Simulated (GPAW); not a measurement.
# Near-edge structure at the Rh L₃ edge of LiRh (P-6m2), part 2 of 3

What does one-electron theory with a core hole give for the Rh L₃ edge of LiRh (P-6m2)?

GPAW 26.7.0; X-ray absorption from dipole matrix elements to empty bands, plane-wave PAW LDA.

So far. Step 2 (The field without a hole): The mesh shows no gap, so the system is treated as a metal and the core electron is put at the Fermi level (neutral cell). Step 3 (Spectrum without a core hole, Rh atom 1): Main maxima below 30 eV (height): 1.0 eV (2.42), 8.6 eV (0.93) and 13.0 eV (1.03). At an L edge the dipole rule selects empty d (and weakly s) states on the absorber, and the strong line at the onset measures the empty part of its d band.

**5. Spectrum with XCH, Rh atom 1**

The holes are 6.8 Å apart. In GPAW the data set carries the hole's charge, so charge=0 means a charged cell and charge=-1 a neutral one. The excited electron is kept in the cell, where it fills the lowest empty states and screens the hole. After the field has converged, empty bands are computed with the density fixed and the dipole matrix elements are summed.

xas.py reads:

```python
import numpy as np
from ase import Atoms
from ase.parallel import parprint, paropen
from gpaw import GPAW, PW, FermiDirac, Mixer, MixerDif, setup_paths
from gpaw.test import gen
setup_paths.insert(0, '.')
gen('Rh', name='fch2p', xcname='LDA', corehole=(2, 1, 1), write_xml=True)
from gpaw.mpi import world
world.barrier()

atoms = Atoms('Rh12Li12',
    cell=[[-2.65230046, 4.59391915, 4.32660441],
     [-2.65230046, -4.59391915, 4.32660441],
     [5.30460092, 0, 4.32660441]],
    scaled_positions=[[0, 0.83333333, 0.16666667],
     [0.33333333, 0.16666667, 0.5],
     [0.5, 0.33333333, 0.16666667],
     [0, 0.33333333, 0.66666667],
     [0.66666667, 0.5, 0.83333333],
     [0.66666667, 0, 0.33333333],
     [0.16666667, 0, 0.83333333],
     [0.16666667, 0.5, 0.33333333],
     [0.83333333, 0.66666667, 0.5],
     [0.33333333, 0.66666667, 0],
     [0.5, 0.83333333, 0.66666667],
     [0.83333333, 0.16666667, 0],
     [0.16666667, 0.16666667, 0.16666667],
     [0.5, 0.5, 0.5],
     [0.66666667, 0.66666667, 0.16666667],
     [0.16666667, 0.66666667, 0.66666667],
     [0.83333333, 0.83333333, 0.83333333],
     [0.83333333, 0.33333333, 0.33333333],
     [0.33333333, 0.33333333, 0.83333333],
     [0.33333333, 0.83333333, 0.33333333],
     [0, 0, 0.5],
     [0.5, 0, 0],
     [0.66666667, 0.16666667, 0.66666667],
     [0, 0.5, 0]],
    pbc=True)
atoms.calc = calc = GPAW(legacy_gpaw=True, mode=PW(500), xc='LDA', setups={0: 'fch2p'},
    kpts={'size': (4, 4, 4), 'gamma': True}, occupations=FermiDirac(0.1),
    charge=-1, mixer=Mixer(0.1, 5, 50), maxiter=150,
    convergence={'density': 0.0001}, txt='scf.txt')
energy = atoms.get_potential_energy() + calc.get_reference_energy()
ef = calc.get_fermi_level()
out = dict(energy=energy, fermi=ef, forces=atoms.get_forces().tolist())
parprint(f'all-electron energy {energy:.4f} eV, Fermi level {ef:.4f} eV')
ev = np.array([[calc.get_eigenvalues(k, s) for k in range(len(calc.get_ibz_k_points()))] for s in range(calc.get_number_of_spins())])
out['homo'], out['lumo'], out['counts'] = ev[ev < ef].max(), ev[ev > ef].min(), sorted(set((ev < ef).sum((0, 2)).tolist()))
out['filled'] = (ev[:, 0] < ef).sum(1).tolist()

from ase.units import Ha
from gpaw.xas import dipole_matrix_elements
nb = int(calc.get_number_of_electrons() / 2) + 250
top, nb = nb, nb + 8 + nb // 12
nscf = calc.fixed_density(kpts={'size': (4, 4, 4), 'gamma': True}, nbands=nb,
    convergence={'bands': top, 'eigenstates': 1e-5}, maxiter=60, txt='nscf.txt')
cell = atoms.cell.array
ops = [cell.T @ U.T @ np.linalg.inv(cell.T) for U in nscf.wfs.kd.symmetry.op_scc]
E = np.arange(-6, 34, 0.1)
fwhm = np.interp(E, [4, 25], [2.13, 3.5])
Y, X, zero, highest = 0, 0, 1e9, 1e9
for spin in range(nscf.get_number_of_spins()):
    wfs = nscf.wfs
    A = dipole_matrix_elements(wfs.setups[0])
    eps = np.zeros((wfs.kd.nibzkpts, nb))
    d = np.zeros((3, A.shape[1], wfs.kd.nibzkpts, nb), complex)
    for kpt in wfs.kpt_u:
        if kpt.s == spin and 0 in kpt.P_ani:
            eps[kpt.k] = kpt.eps_n * Ha
            d[:, :, kpt.k] = (kpt.weight * wfs.nspins / 2) ** 0.5 * np.inner(A, kpt.P_ani[0])
    world.sum(eps)
    world.sum(d)
    T = np.einsum('amkn,bmkn->abkn', d, d.conj()).real
    T = sum(np.einsum('ai,ijkn,bj->abkn', R, T, R) for R in ops) / len(ops)
    empty = eps > ef
    zero, highest = min(zero, eps[empty].min()), min(highest, eps[:, top - 1].min())
    lines = [(eps, T, empty)] if spin == 0 else lines + [(eps, T, empty)]
for eps, T, empty in lines:
    f = np.einsum('aakn->akn', T).reshape(3, -1)
    x = eps.ravel() - zero
    w = np.interp(x, E, fwhm) / 2.35482
    g = np.exp(-0.5 * ((E[:, None] - x) / w) ** 2) / (w * (2 * np.pi) ** 0.5)
    Y = Y + (f * empty.ravel()) @ g.T
    X = X + (f * ~empty.ravel()) @ g.T
out.update(E=E.round(2).tolist(), xas=Y.tolist(), xes=X.tolist(), zero=zero, valid=highest - zero, nk=len(eps), nb=nb)
for i in range(0, len(E), 10):
    parprint(f'{E[i]:7.2f}', *(f'{v:10.3e}' for v in Y[:, i]))
import json
with paropen('out.json', 'w') as f:
    json.dump(out, f)
```

Run with:

```console
$ OMP_NUM_THREADS=1 mpirun -n 4 gpaw python xas.py
```

Numbers of over 12 decimals in the logs are rounded to 6 here.

What it wrote:

```text
Input parameters:
  charge: -1
  convergence: {density: 0.0001}
  kpts: {gamma: True,
         size: (4, 4, 4)}
  maxiter: 150
  mixer: {backend: pulay,
          beta: 0.1,
          method: separate,
          nmaxold: 5,
          weight: 50}
  mode: {ecut: 500.0,
         name: pw}
  occupations: {fixmagmom: False,
                name: fermi-dirac,
                width: 0.1}
  setups: {0: fch2p}

Initialize ...

[... PAW data sets ...]

Reference energy: -1559455.819379  # eV

Spin-paired calculation

[... convergence settings ...]
Symmetries present (total): 1
  [... symmetry matrices ...]

64 k-points: 4 x 4 x 4 Monkhorst-Pack grid + [1/8,1/8,1/8]
36 k-points in the irreducible part of the Brillouin zone
       k-points in crystal coordinates                weights
   0:     0.00000000    0.00000000    0.00000000          1/64
   1:     0.00000000    0.00000000    0.25000000          2/64
   2:     0.00000000    0.00000000    0.50000000          1/64
   3:     0.00000000    0.25000000   -0.25000000          2/64
   4:     0.00000000    0.25000000    0.00000000          2/64
   5:     0.00000000    0.25000000    0.25000000          2/64
   6:     0.00000000    0.25000000    0.50000000          2/64
   7:     0.00000000    0.50000000    0.00000000          1/64
   8:     0.00000000    0.50000000    0.25000000          2/64
   9:     0.00000000    0.50000000    0.50000000          1/64
          ...
  35:     0.50000000    0.50000000    0.50000000          1/64

Wave functions: Plane wave expansion
  Cutoff energy: 500.000 eV
  Number of coefficients (min, max): 7998, 8054
  Pulay-stress correction: 0.000000 eV/Ang^3 (de/decut=0.000000)
  Using FFTW library
  Wavefunction extrapolation:
    Improved wavefunction reuse through dual PAW basis

Occupation numbers: Fermi-Dirac:
  width: 0.1000  # eV

Eigensolver
   Davidson(niter=2)

Densities:
  Coarse grid: 36*36*36 grid
  Fine grid: 72*72*72 grid
  Total Charge: 0.000000

Density mixing:
  Method: separate
  Backend: pulay
  Linear mixing parameter: 0.1
  old densities: 5
  Width of damping distribution: 1.1
  Damping of long wavelength oscillations: 50

[... Hamiltonian set-up ...]
Number of atoms: 24
Number of atomic orbitals: 192
Number of bands in calculation: 120
Number of valence electrons: 193
Bands to converge: occupied

... initialized

Initializing position-dependent things.

Density initialized from atomic densities
Creating initial wave functions:
  120 bands from LCAO basis set

                Li

             Rh     Rh

              LRh    Li
          Li    Li     Li
            Rh    Rh
           LiRh   LiRh    Rh

         Rh   LRh     Rh
          Rh
                Li     Li
           Li

Atomic positions and initial magnetic moments

Positions:
   0 Rh    -1.326150   -3.828266    4.326604    ( 0.0000,  0.0000,  0.0000)
   1 Rh     1.326150    0.765653    4.326604    ( 0.0000,  0.0000,  0.0000)
   2 Rh    -1.326150    0.765653    4.326604    ( 0.0000,  0.0000,  0.0000)
   3 Rh     2.652300   -1.531306    4.326604    ( 0.0000,  0.0000,  0.0000)
   4 Rh     1.326150    0.765653    8.653209    ( 0.0000,  0.0000,  0.0000)
   5 Rh    -0.000000    3.062613    4.326604    ( 0.0000,  0.0000,  0.0000)
   6 Rh     3.978451    0.765653    4.326604    ( 0.0000,  0.0000,  0.0000)
[...]
21 Li    -1.326150    2.296960    2.163302    ( 0.0000,  0.0000,  0.0000)
  22 Li     1.326150    2.296960    6.489907    ( 0.0000,  0.0000,  0.0000)
  23 Li    -1.326150   -2.296960    2.163302    ( 0.0000,  0.0000,  0.0000)

Unit cell:
           periodic     x           y           z      points  spacing
  1. axis:    yes   -2.652300    4.593919    4.326604    36     0.1884
  2. axis:    yes   -2.652300   -4.593919    4.326604    36     0.1884
  3. axis:    yes    5.304601    0.000000    4.326604    36     0.1884

  Lengths:   6.845312   6.845312   6.845312
  Angles:   84.304724  84.304724  84.304724

Effective grid spacing dv^(1/3) = 0.1893

iter:   1  -173.509266
iter:   2  -152.717319   -0.37  -1.04
iter:   3  -148.580561   -0.57  -1.26
iter:   4  -145.010177   -1.24  -1.42
iter:   5  -144.289064   -2.03  -1.65
iter:   6  -144.170998   -2.26  -1.73
iter:   7  -143.835234   -2.43  -1.84
iter:   8  -143.794211   -3.08  -2.33
iter:   9  -143.795855c  -3.59  -2.42
iter:  10  -143.796659c  -3.55  -2.45
iter:  11  -143.796831c  -3.64  -2.61
iter:  12  -143.796468c  -3.99  -2.89
iter:  13  -143.796902c  -4.37  -3.09
iter:  14  -143.796380c  -4.53  -3.15
iter:  15  -143.796104c  -5.15  -3.65
iter:  16  -143.796165c  -5.88  -3.85
iter:  17  -143.796185c  -6.05  -3.87
iter:  18  -143.796180c  -6.24  -3.94
iter:  19  -143.796148c  -6.83  -4.21c
iter:  20  -143.796159c  -7.39  -4.32c
iter:  21  -143.796145c  -7.84c -4.36c

Converged after 21 iterations.

Dipole moment: (0.098524, 0.056901, 0.000038) |e|*Ang

Energy contributions relative to reference atoms: (reference = -1559455.819379)

Kinetic:        +10.506940
Potential:      -25.426553
External:        +0.000000
XC:            -126.209072
Entropy (-ST):   -0.538683
Local:           -2.398117
SIC:             +0.000000
--------------------------
Free energy:   -144.065486
Extrapolated:  -143.796145

Showing only first 2 kpts
 Kpt  Band  Eigenvalues  Occupancy
  0    94      6.30898    0.17460
  0    95      6.30899    0.17459
  0    96      6.51775    0.02344
  0    97      6.56493    0.01469

  1    94      5.90657    1.68503
  1    95      5.91122    1.67249
  1    96      6.26627    0.25575
[...]
Fermi level: 6.07428

No gap
No difference between direct/indirect transitions

Forces in eV/Ang:
  0 Rh    0.00030    0.00041   -0.00000
  1 Rh   -0.00026   -0.00023   -0.05917
  2 Rh    0.00009   -0.00264    0.00011
  3 Rh    0.00146    0.00092    0.00007
  4 Rh   -0.00000   -0.00013    0.05918
  5 Rh    0.21027   -0.34070   -0.01166
  6 Rh   -0.40011   -0.01144   -0.01164
[...]
21 Li   -0.01012   -0.00586   -0.00000
 22 Li   -0.00002    0.00485   -0.00000
 23 Li    0.00324    0.05960   -0.03119
Scalar-relativistic atomic LDA calculation for Rh (Rhodium, Z=45)
Core hole in 2p state (2p occupation: 5.0)
750 radial gridpoints.
|------------------------------------------------|
|------------------------------------------------|
[... the atom generator's iteration count ...]

Energy contributions:
-------------------------
Kinetic:    +4829.239811
XC:          -129.207039
Potential:  -9365.729740
-------------------------
Total:      -4665.696968

state      eigenvalue         ekin         rmax
-----------------------------------------------
1s^2.0 :  -851.346455  1072.340614        0.021
2s^2.0 :  -126.463466   222.705044        0.119
2p^5.0 :  -114.348975   213.559056        0.095
3s^2.0 :   -23.369923    61.924213        0.347
3p^6.0 :   -19.267692    57.849813        0.339
3d^10.0:   -12.655616    52.867088        0.282
4s^2.0 :    -3.613798    15.570894        0.860
4p^6.0 :    -2.410246    12.987048        0.913
4d^8.0 :    -0.678612     7.590810        1.071
5s^1.0 :    -0.461536     1.944474        2.392
5p^0.0 :    -0.271405     1.182496        2.971
-----------------------------------------------
(units: Bohr and Hartree)

Generating PAW setup
Kinetic energy of the core from tauc = 4796.932611663529
Cutoffs:
rc(s)=2.400
rc(p)=2.610
rc(d)=2.350
rc(vbar)=2.390
rc(comp)=2.290
rc(nct)=2.610

Kinetic energy of the core states: 4688.646565
Charge: 1.0
Core electrons: 29.0
Valence electrons: 15.0
Pseudo-core charge: 0.067143
Shape function alpha=1.907
Pseudo-electron charge 4.859126
state    eigenvalue         norm
--------------------------------
5s(1) :    -0.461536     1.051040
*s    :     0.538464
4p(6) :    -2.410246     0.093440
5p(0) :    -0.271405     1.009516
4d(8) :    -0.678612     0.397538
*d    :     0.321388
--------------------------------

Diagonalizing with gridspacing h=0.050

state   all-electron     PAW
-------------------------------
5s:      -0.461536    -0.461784
4p:      -2.410246    -2.410403
4d:      -0.678612    -0.679454
*f:                   -0.022353
-------------------------------
all-electron energy -1559599.6155 eV, Fermi level 6.0743 eV
[...]
31.00  5.150e-06  5.150e-06  5.406e-06
  32.00  5.393e-06  5.393e-06  5.629e-06
  33.00  5.700e-06  5.700e-06  5.849e-06
```

The job ended after 20 min (4 MPI ranks of Arm Neoverse V2, shared host; peak memory 1.3 GiB; 82 min of CPU time).

The Rh L₃ spectrum, Rh atom 1, excited-electron core hole (neutral cell) (energy from the lowest empty level; intensity scaled to a mean of 1 over the first 20 eV; polarised curves are means over the symmetry-equivalent atoms):

| E (eV) | isotropic | ε ⊥ c | ε ∥ c |
| --- | --- | --- | --- |
| -2.0 | 0.04 | 0.05 | 0.02 |
| -0.5 | 0.73 | 0.93 | 0.32 |
| 1.0 | 1.77 | 2.20 | 0.91 |
| 2.5 | 1.42 | 1.59 | 1.08 |
| 4.0 | 0.89 | 0.89 | 0.87 |
| 5.5 | 0.63 | 0.59 | 0.72 |
| 7.0 | 0.71 | 0.66 | 0.82 |
| 8.5 | 1.05 | 0.94 | 1.25 |
| 10.0 | 0.92 | 0.82 | 1.11 |
| 11.5 | 1.01 | 0.98 | 1.09 |
| 13.0 | 1.19 | 1.16 | 1.24 |
| 14.5 | 1.00 | 0.99 | 1.02 |
| 16.0 | 0.87 | 0.92 | 0.78 |
| 17.5 | 0.81 | 0.93 | 0.59 |
| 19.0 | 0.77 | 0.89 | 0.52 |
| 20.5 | 0.72 | 0.77 | 0.63 |
| 22.0 | 0.72 | 0.71 | 0.73 |
| 23.5 | 0.74 | 0.73 | 0.74 |
| 25.0 | 0.77 | 0.76 | 0.79 |
| 26.5 | 0.81 | 0.79 | 0.86 |
| 28.0 | 0.82 | 0.80 | 0.86 |
| 29.5 | 0.84 | 0.83 | 0.85 |
| 31.0 | 0.87 | 0.86 | 0.90 |

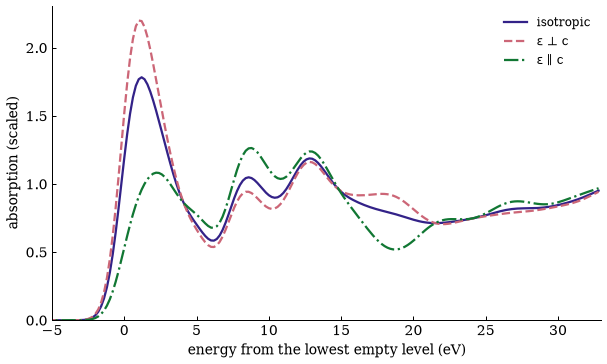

The Rh L₃ edge, Rh atom 1, excited-electron core hole (neutral cell): main maxima at 1.2, 8.6 and 12.8 eV.

Main maxima below 30 eV (height): 1.2 eV (1.78), 8.6 eV (1.05) and 12.8 eV (1.19). 

**6. Spectrum with FCH, Rh atom 1**

The holes are 6.8 Å apart. In GPAW the data set carries the hole's charge, so charge=0 means a charged cell and charge=-1 a neutral one. The excited electron is left out and a uniform background balances the charge. After the field has converged, empty bands are computed with the density fixed and the dipole matrix elements are summed.

Changed against the first core-hole run: core hole to FCH.

xas.py, as its differences from that of step 5:

```diff
@@ -41,3 +41,3 @@
     kpts={'size': (4, 4, 4), 'gamma': True}, occupations=FermiDirac(0.1),
-    charge=-1, mixer=Mixer(0.1, 5, 50), maxiter=150,
+    charge=0, mixer=Mixer(0.1, 5, 50), maxiter=150,
     convergence={'density': 0.0001}, txt='scf.txt')
```

What it wrote:

```text
Input parameters:
  convergence: {density: 0.0001}
  kpts: {gamma: True,
         size: (4, 4, 4)}
  maxiter: 150
  mixer: {backend: pulay,
          beta: 0.1,
          method: separate,
          nmaxold: 5,
          weight: 50}
  mode: {ecut: 500.0,
         name: pw}
  occupations: {fixmagmom: False,
                name: fermi-dirac,
                width: 0.1}
  setups: {0: fch2p}

Initialize ...

[...]
3. axis:    yes    5.304601    0.000000    4.326604    36     0.1884

  Lengths:   6.845312   6.845312   6.845312
  Angles:   84.304724  84.304724  84.304724

Effective grid spacing dv^(1/3) = 0.1893

iter:   1  -149.779782   +3.25       c
iter:   2  -149.789477   +1.65       c
iter:   3  -149.789604c  +0.42       c
iter:   4  -149.789608c  -0.59       c
iter:   5  -149.789608c  -1.47       c

all-electron energy -1559605.6086 eV, Fermi level 5.9512 eV
[key lines of the parts left out:]
Converged after 20 iterations.
Dipole moment: (0.109417, 0.063121, -0.000085) |e|*Ang
Free energy:   -150.077899
Fermi level: 5.95116
```

Run time: 14 min. Hardware: 4 MPI ranks; peak memory 0.05 GiB.

The run was cut off at its time limit.

The time allowed ran out, so this step gives no result.

**7. Supercell without a hole, the energy reference**

The cell and mesh change for the next run, so it gets a reference energy of its own.

scf.py reads:

```python
import numpy as np
from ase import Atoms
from ase.parallel import parprint, paropen
from gpaw import GPAW, PW, FermiDirac, Mixer, MixerDif, setup_paths
from gpaw.test import gen
setup_paths.insert(0, '.')
gen('Rh', name='nch2p', xcname='LDA', corehole=(2, 1, 0), write_xml=True)
from gpaw.mpi import world
world.barrier()

atoms = Atoms('Rh6Li6',
    cell=[[-2.65230046, 0, -4.32660441],
     [2.65230046, 0, -4.32660441],
     [-1.32615023, -6.89087873, 0]],
    scaled_positions=[[0.77777778, 0.22222222, 0.88888889],
     [0.27777778, 0.72222222, 0.88888889],
     [0.94444444, 0.05555556, 0.22222222],
     [0.44444444, 0.55555556, 0.22222222],
     [0.11111111, 0.88888889, 0.55555556],
     [0.61111111, 0.38888889, 0.55555556],
     [0.75, 0.75, 0],
     [0.25, 0.25, 0],
     [0.91666667, 0.58333333, 0.33333333],
     [0.41666667, 0.08333333, 0.33333333],
     [0.08333333, 0.41666667, 0.66666667],
     [0.58333333, 0.91666667, 0.66666667]],
    pbc=True)
atoms.calc = calc = GPAW(legacy_gpaw=True, mode=PW(500), xc='LDA', setups={0: 'nch2p'},
    kpts={'size': (6, 6, 4), 'gamma': True}, occupations=FermiDirac(0.1),
    charge=0, mixer=Mixer(0.1, 5, 50), maxiter=150,
    convergence={'density': 0.0001}, txt='scf.txt')
energy = atoms.get_potential_energy() + calc.get_reference_energy()
ef = calc.get_fermi_level()
out = dict(energy=energy, fermi=ef, forces=atoms.get_forces().tolist())
parprint(f'all-electron energy {energy:.4f} eV, Fermi level {ef:.4f} eV')
ev = np.array([[calc.get_eigenvalues(k, s) for k in range(len(calc.get_ibz_k_points()))] for s in range(calc.get_number_of_spins())])
out['homo'], out['lumo'], out['counts'] = ev[ev < ef].max(), ev[ev > ef].min(), sorted(set((ev < ef).sum((0, 2)).tolist()))
out['filled'] = (ev[:, 0] < ef).sum(1).tolist()
import json
with paropen('out.json', 'w') as f:
    json.dump(out, f)
```

Run with:

```console
$ OMP_NUM_THREADS=1 mpirun -n 4 gpaw python scf.py
```

What it wrote:

```text
Input parameters:
  convergence: {density: 0.0001}
  kpts: {gamma: True,
         size: (6, 6, 4)}
  maxiter: 150
  mixer: {backend: pulay,
          beta: 0.1,
          method: separate,
          nmaxold: 5,
          weight: 50}
  mode: {ecut: 500.0,
         name: pw}
  occupations: {fixmagmom: False,
                name: fermi-dirac,
                width: 0.1}
  setups: {0: nch2p}

Initialize ...

[...]
*s    :     0.831624
4p(6) :    -1.857314     0.120652
5p(0) :    -0.035593     0.998302
4d(8) :    -0.225910     0.506540
*d    :     0.774090
--------------------------------

Diagonalizing with gridspacing h=0.050

state   all-electron     PAW
-------------------------------
5s:      -0.168376    -0.168508
4p:      -1.857314    -1.857524
4d:      -0.225910    -0.226752
*f:                    0.069742
-------------------------------
all-electron energy -781319.0616 eV, Fermi level 6.1092 eV
[key lines of the parts left out:]
Converged after 20 iterations.
Dipole moment: (-2.566653, -10.222746, 0.000000) |e|*Ang
Free energy:    -66.772815
Fermi level: 6.10921
```

Elapsed: 91 s, on 4 MPI ranks; peak memory 0.32 GiB.

Reference energy: -781319.062 eV with the cores included.

(Continued in part 3 of 3.)

[Banner, clock and machine lines of the logs are left out without a mark of their own.]

[Logs are printed without paths, hosts, clocks, repeated set-up lines and the standing remarks that a program may print on its own settings, such as how far it seeks lower states.]

[Hosts, paths, dates, database ids (printed as entryN), source tags and the programs' standing remarks are cut or masked in the printed files.]

[Lists of maxima count a maximum above −3 eV only where it reaches 4 % of the highest in the window and stands out from its surroundings by 2 % of it (1.5 % where it reaches 55 %); shoulders and weaker maxima are passed over, and of the rest the first, up to two pre-edge ones and the few strongest are named.]
